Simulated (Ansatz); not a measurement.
These are PBE (plane waves to 420 eV, PAW; Ansatz, an electronic-structure program) values and carry that method's errors.

Host crystal: beta Ga2O3, with a band gap (PBE, scalar-relativistic without spin-orbit coupling).

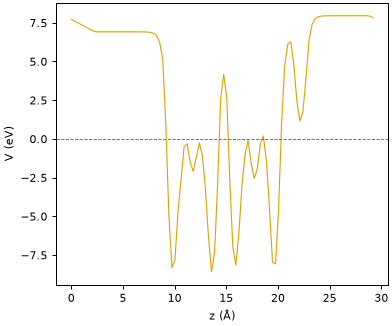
Fig. 1. Planar average of the electrostatic potential across the slab, in eV from the Fermi level, for Cl on the 1x1 (100) surface of beta Ga2O3 (cut with top plane Ga + 2 O), one in a 1x1 cell, started at the site 'hollow Ga-O-O over Ga at depth 3.2 Å'

Model: 21-atom slab, 10.2 Å thick at the start under the adsorbate (thin: gaps and levels are the slab's own), 6x4x1 mesh, Fermi-Dirac 0.01 eV, dipole correction, 10 atoms held, the rest relaxed; no symmetry held; spin-polarised, ending with about 0.7 μB a cell, a value that depends on the mesh; orders that need a larger cell were not tried, no spin-orbit, no U, no dispersion correction. The slab shows no gap over 0.04 eV on its mesh. At the end it is bonded to Ga. In PBE it is, or lies within 0.03 eV of, the lowest of the starts that converged.

Q: The surface cell has an area of 18.12 Å². What dipole along the normal does the step between the two vacuum levels imply?

A: the top vacuum level lies 1.04 eV above the bottom one; p = −ε₀ A ΔV (ε₀ = 0.005526 e/(V·Å)) gives -0.10 e·Å a cell.
